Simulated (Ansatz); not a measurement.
## Electronic structure of BF₂H₆NSi in real space

```xyz
11

B     0.0128    0.4669    0.3765
N    -0.1838   -0.1499    1.9068
H    -0.9552   -0.8345    1.8786
H     0.6848   -0.6417    2.1673
F     1.2811    0.0315    0.0389
F    -0.9757   -0.1833   -0.3388
Si   -0.1877    2.5055    0.4330
H    -1.5451    2.9239    0.9409
H     0.7992    3.1393    1.3824
H     0.0042    3.1657   -0.9003
H    -0.3935    0.5495    2.6317
```

Method: RKS LDA/def2-mTZVP in Ansatz 0.2.0.

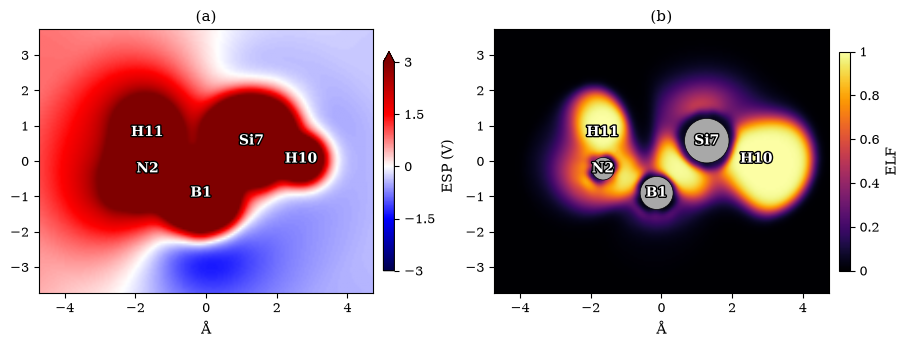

Figure 1. (a) molecular electrostatic potential; (b) ELF on the plane of atoms B1, Si7 and H10. Grey discs cover the atomic cores in the ELF map.

Question: Describe what can be read from this map.

Answer: Atoms in the plane: B, N, Si and H. B–N (1.66 Å): the ELF peaks at about 0.95 between the atoms, as expected for a shared but strongly polarised pair. Si–B (2.05 Å): the ELF peaks at about 1 between the atoms; a shared electron pair. N–H (1.03 Å): the ELF climbs to about 1 towards the hydrogen, as it does in any bond to H; a covalent bond by its length. Si–H (1.50 Å): the ELF climbs to about 1 towards the hydrogen. Outside the dense part of the molecule the potential is most negative (−1.3 V) near F5, which lies off the plane.

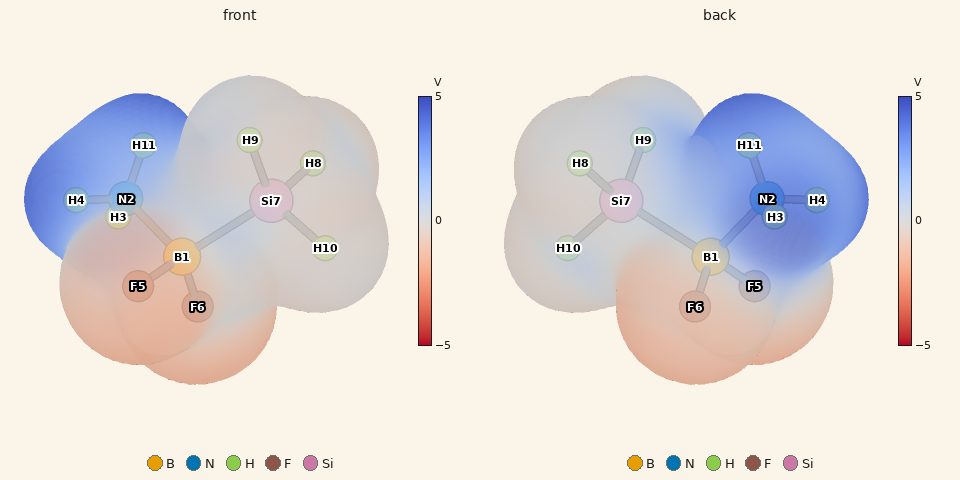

Figure 2. The electrostatic potential painted on the density surface at 0.004 e/bohr³, seen from the front and from behind; red is negative and blue positive.

Question: Describe the electrostatic potential map.

Answer: The most negative region (about −1.6 V, or −37 kcal/mol for a unit charge) lies over F5 and F6, the most positive (about +4.1 V, or +95 kcal/mol for a unit charge) over H11.

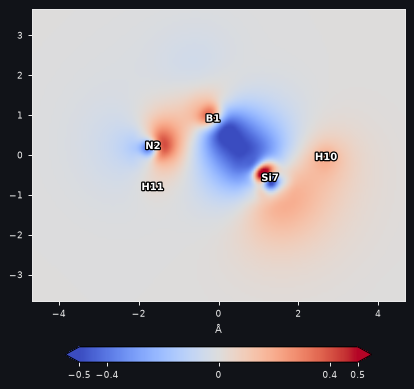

Figure 3. The HOMO on the plane of atoms N2, B1 and Si7 (values in Å⁻³ᐟ²; the overall sign is arbitrary).

Question: What is the character of this orbital?

Answer: It lies mainly on Si7 (about 35 %), B1 (about 25 %), F5 (about 10 %) and F6 (about 10 %). Its energy is −6.18 eV.
